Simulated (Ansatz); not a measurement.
## Electronic structure of H4O2Si···HF in real space

```xyz
9

Si   -0.7025   -0.6353    0.0968
O     0.4549   -0.0105    1.1305
H    -0.0845   -1.8853   -0.3918
H    -1.9644   -0.8507    0.8359
O    -1.0453    0.4149   -1.1017
H     1.5638    0.6506    0.0382
F     1.9148    0.9512   -0.7861
H     0.1538    0.6265    1.7826
H    -0.2907    0.7386   -1.6046
```

The reactant side of a reaction path; geometry: PBE0-D4/def2-TZVP.

Method: RKS PBE0-D4/def2-TZVPP (Ansatz).

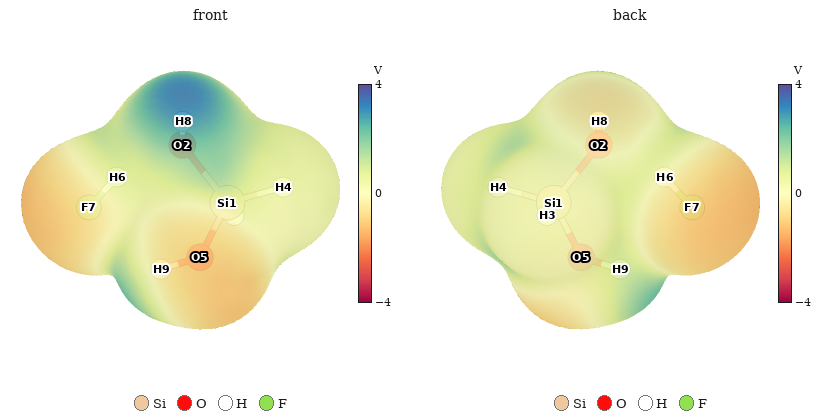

Figure 1. The molecular electrostatic potential painted on the density surface at 0.002 e/bohr³, seen from the front and from behind; red is negative and blue positive.

Which sites attract a positive test charge, and which a negative one?

A positive charge is drawn to the negative regions and a negative charge to the positive ones. The most negative region (about −1.3 V, or −30 kcal/mol for a unit charge) lies over F7, the most positive (about +3.2 V, or +74 kcal/mol for a unit charge) over H8.

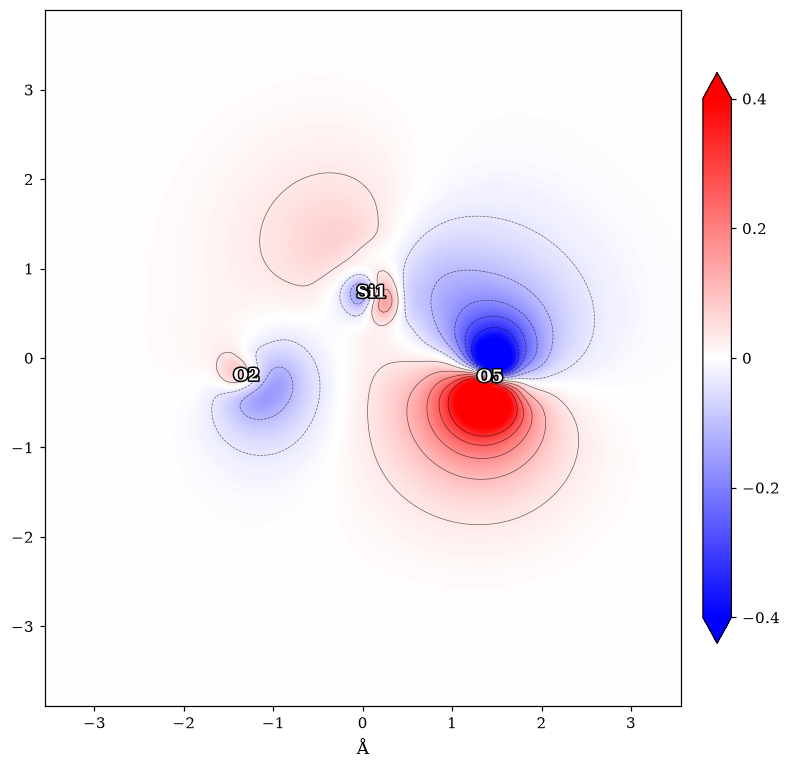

Figure 2. The HOMO on the plane of atoms O2, Si1 and O5 (values in Å⁻³ᐟ²; the overall sign is arbitrary).

What is the character of this orbital?

Its weight (Hirshfeld) is mainly on O5 (about 35 %), Si1 (about 25 %), H3 (about 20 %) and H4 (about 10 %). Its energy is −9.28 eV.

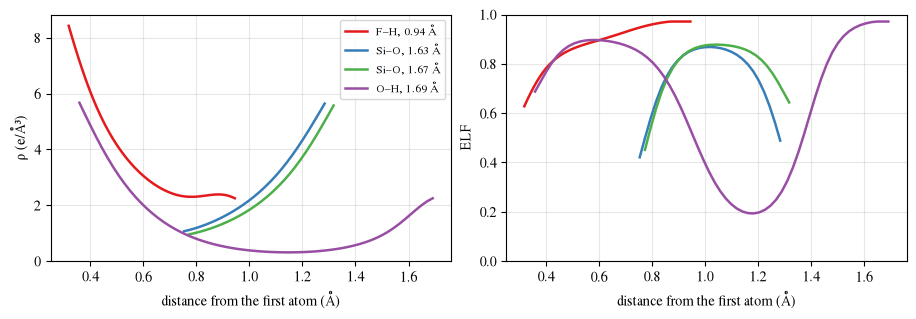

Figure 3. Total electron density and ELF along straight lines between neighbouring atoms. The curves leave out the atomic cores.

What kind of bonding do the profiles show?

F–H (0.94 Å): ρ at the midpoint is about 4.6 e/Å³; the ELF climbs to about 0.95 towards the hydrogen, as it does in any bond to H; an ordinary covalent bond to hydrogen.
Si–O (1.63 Å): ρ at the midpoint is about 1.2 e/Å³; the ELF peaks at about 0.85 between the atoms; a shared but strongly polarised pair.
Si–O (1.67 Å): ρ at the midpoint is about 1.1 e/Å³; the ELF peaks at about 0.90 between the atoms; a polar covalent bond.
O2···H6 (1.69 Å): the density falls to about 0.31 e/Å³ on the way; the ELF dips to about 0.20 between them (by its geometry a hydrogen bond between the two molecules, with no shared pair).
